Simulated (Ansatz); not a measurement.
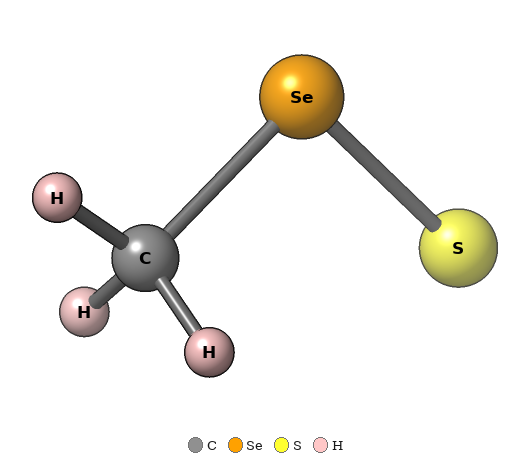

Orthographic view. Atoms fade into the background with distance from the viewer. Charge −1, singlet. Computed geometry: PBE0-D4/def2-TZVPD optimisation. No frequency run is at hand to confirm it as a minimum.

Give the standard InChI.

Answer. InChI=1S/CH4SSe/c1-3-2/h2H,1H3/p-1
